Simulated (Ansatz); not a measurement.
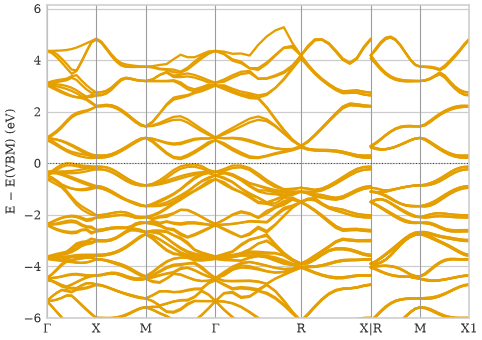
Figure. Band structure from PBE with spin–orbit coupling in the plane-wave PAW code Ansatz

The gap is 0.15 eV; an edge lies off the plotted path or next to a special point (maximum on the Γ–X line, 44 % of the way from Γ, minimum off the standard path).

The material is SiRu in space group P2_13 (No. 198; Si on 4a, Ru on 4a).

The cell was relaxed with PBE under the symmetry of its start. The run is not spin-polarised.

Potentials: the earlier of the program's two PAW sets.
